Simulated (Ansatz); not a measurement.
# Calculations on SiNH$_{2}$F$_{3}$ and related structures

Part 1: Relaxation

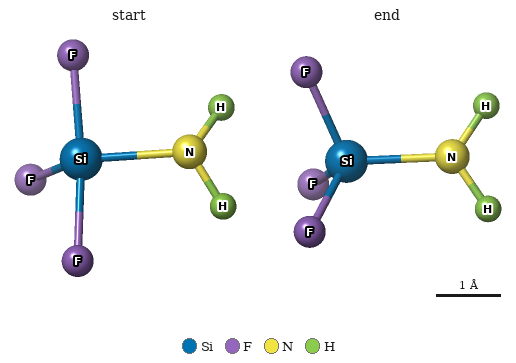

The structure of SiNH2F3 before (left) and after (right) a relaxation, at one scale.

A ball-and-stick model, seen at a tilt.

It is one of the separated products of a reaction.

Theory: RKS PBE0-D4/def2-TZVP in Ansatz.

Input
```yaml
crystal:
  periodic: [false, false, false]
  atoms:
    - {symbol: Si, position_ang: [-0.619730, 1.042260, 0.394323]}
    - {symbol: F, position_ang: [-1.900814, 0.136370, 0.912421]}
    - {symbol: F, position_ang: [0.690691, 1.750404, -0.361493]}
    - {symbol: F, position_ang: [-1.544795, 2.304992, 0.073845]}
    - {symbol: N, position_ang: [0.278666, 0.685524, 1.825711]}
    - {symbol: H, position_ang: [-0.242267, 0.595286, 2.684698]}
    - {symbol: H, position_ang: [1.148800, 1.172959, 1.971857]}
basis:
  gaussian: {orbitals: def2-TZVP}
hamiltonian: {xc: pbe0, dispersion: d4}
relax: {f_tol: 0.005, max_steps: 200}
```

Command:
```bash
ansatz run in.yaml --threads 4 --pin off --events-out ev --progress --plain --max-ram 46080MiB --backend cuda --devices 0, --max-vram 37GiB
```

> Describe what moved and what it gained.

The atom that moves furthest after the best rigid fit is F3 (0.70 Å). Largest moves by element: F 0.70 Å, N 0.25 Å, H 0.20 Å, Si 0.19 Å. Near-neighbour distances that change, for instance: Si1–F3 1.670 → 1.574 Å, Si1–F2 1.652 → 1.574 Å, Si1–N5 1.727 → 1.672 Å, Si1–F4 1.598 → 1.578 Å. Bond angles that change, for instance: F2–Si1–F3 169.3° → 110.3°, F2–Si1–N5 91.7° → 109.6°, F3–Si1–N5 93.1° → 109.5°. The energy falls by 2.157 eV in 8 accepted moves (9 points after the start). The largest force component goes from 3.8 to 0.0032 eV/Å. The line search rejected the trial step at point 8 of the run.

Part 2: Relaxation

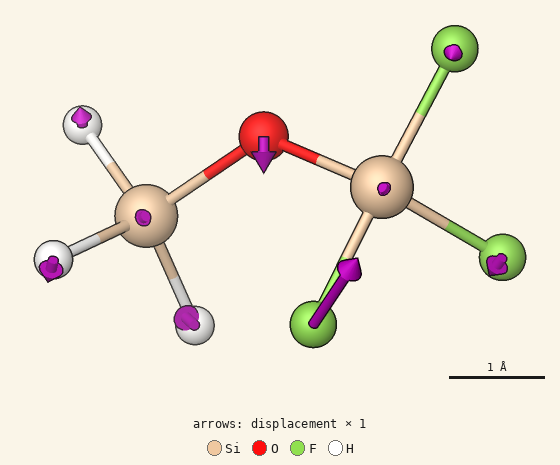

A relaxation of Si2H3OF3. The starting structure is drawn; purple arrows show the displacements, at their true length. The two geometries are superimposed by the best rigid fit.

Style: ball-and-stick. Shown at a tilt.

It is one of the separated reactants of a reaction.

Computed with RKS PBE0-D4/def2-TZVP (Ansatz 0.2.0). Settings: force threshold 0.005 eV/Å; at most 200 steps.

**Atoms of which element are displaced furthest, and by how much?**

Fluorine: up to 1.24 Å, against 0.51 Å for hydrogen.

**What did the optimiser do to the structure, and how much energy did it gain?**

The largest move after the best rigid fit is that of an F atom, 1.24 Å. By element the largest moves are F 1.24 Å, H 0.51 Å, O 0.40 Å, Si 0.19 Å. Among the contacts that change: F–Si 1.661 → 1.570 Å, O–Si 1.651 → 1.585 Å, F–Si 1.598 → 1.570 Å, O–Si 1.655 → 1.646 Å. Bond angles that change, for instance: F–Si–F 166.3° → 108.1°, Si–O–Si 130.2° → 156.1°, O–Si–F 94.8° → 111.3°. The energy falls by 224.5 kJ/mol in 31 accepted moves (32 points after the start). The largest force component goes from 4.4 to 0.0017 eV/Å. The line search rejected the trial step at point 27 of the run. The forces were under the threshold at step 10, but the run went on from there.

Part 3: Reaction

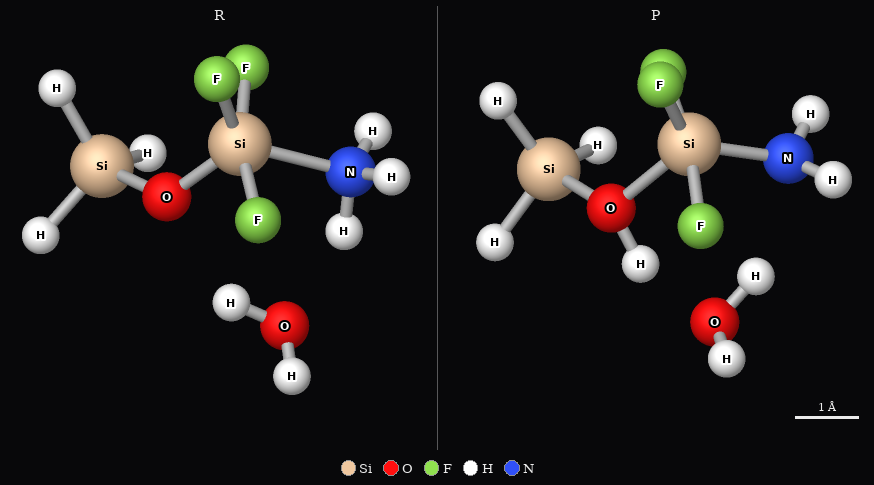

Reactant (R) and product (P) of one elementary step of Si₂NH₈O₂F₃. The picture is a ball-and-stick view, seen from a free direction.

Stationary points at PBE0-D4/def2-TZVP, single-point energies with wB97M-V, PBE-D4, SPW92 (LDA), BLYP-D4, PBE-QIDH, B97M-V (def2-TZVPP where no basis is named; Ansatz 0.2.0). The energies are electronic, without zero-point or thermal terms, and both ends are the minima reached downhill from the saddle, with any fragments still in contact.

Question: Predict the saddle point between them and the barrier.

Answer: From R over the saddle to P, bonds form: H–O (2.02 → 1.22 → 1.02 Å), H–O (1.85 → 1.06 → 0.98 Å). Bonds break: H–N (1.04 → 1.60 → 2.07 Å), H–O (0.97 → 1.20 → 1.55 Å). The saddle has one imaginary mode, 612i cm⁻¹. With wB97M-V the barrier is 21.0 kcal/mol from R and 4.5 kcal/mol from P, and P lies 16.5 kcal/mol above R.

```tsv
level	barrier from R (kcal/mol)	barrier from P (kcal/mol)	P less R (kcal/mol)
wB97M-V	21.0	4.5	16.5
PBE-D4	16.4	0.8	15.6
SPW92 (LDA)	8.4	−3.3	11.7
BLYP-D4	19.3	2.5	16.8
PBE-QIDH	20.6	3.2	17.5
B97M-V	23.2	4.8	18.4
```

The saddle point in the same view, with dashed sticks for the bonds that form or break:

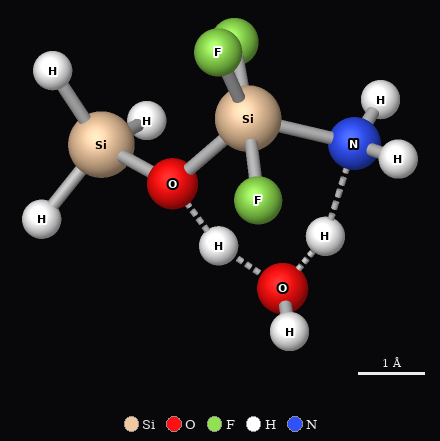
